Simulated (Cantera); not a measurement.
Charge: 1 mol SiCl₄, 0.21 mol Cl₂, 12 mol N₂, held at 1523.15 K.

Method: chemical equilibrium by Gibbs-energy minimisation in Cantera with the NASA 1993 tables (ideal gas, pure condensed phases). Candidate condensed phases: Si, Si₃N₄; 13 gas species. The tables' values for SiCl₃ are old estimates; treat these amounts as uncertain. Equilibrium is a limit: real reactors are often held back by kinetics, nucleation or transport.

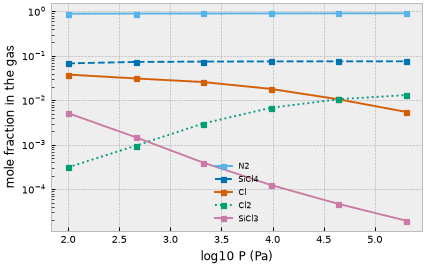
Fig. 1. Equilibrium gas composition (values under 1e-9 drawn at 1e-9)

From 0.00100 bar to 2.00 bar nothing is condensed. The main Si-bearing gas is SiCl₄ throughout.
